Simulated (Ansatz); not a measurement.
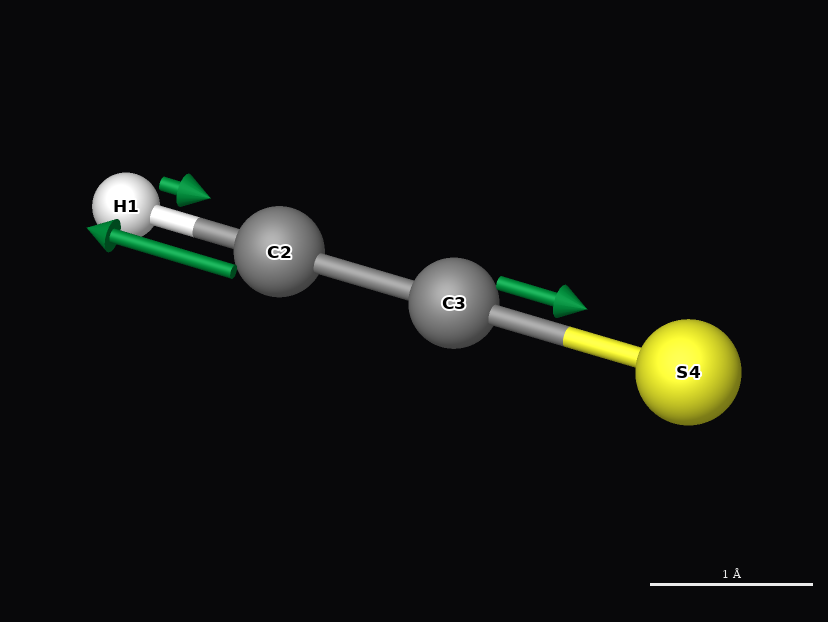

Arrows show the forces on the atoms, 3 Å of arrow for 1 eV/Å; forces under a tenth of the largest aren't drawn. State: neutral, doublet. Level of theory: UHF/def2-SVP (Ansatz).

### On which atom is the force largest, and how large is it?

On C2: 0.34 eV/Å.

### Which bond do the forces act along most?

C2–C3, now 1.218 Å: the forces push its atoms apart, so a first step downhill lengthens it.

List the force components in the frame of the picture (x right, y up, z towards the viewer), in eV/Å.

| atom | Fx | Fy | Fz |
| --- | --- | --- | --- |
| H1 | 0.10 | −0.03 | 0.04 |
| C2 | −0.30 | 0.09 | −0.13 |
| C3 | 0.18 | −0.05 | 0.08 |
| S4 | 0.02 | −0.01 | 0.01 |
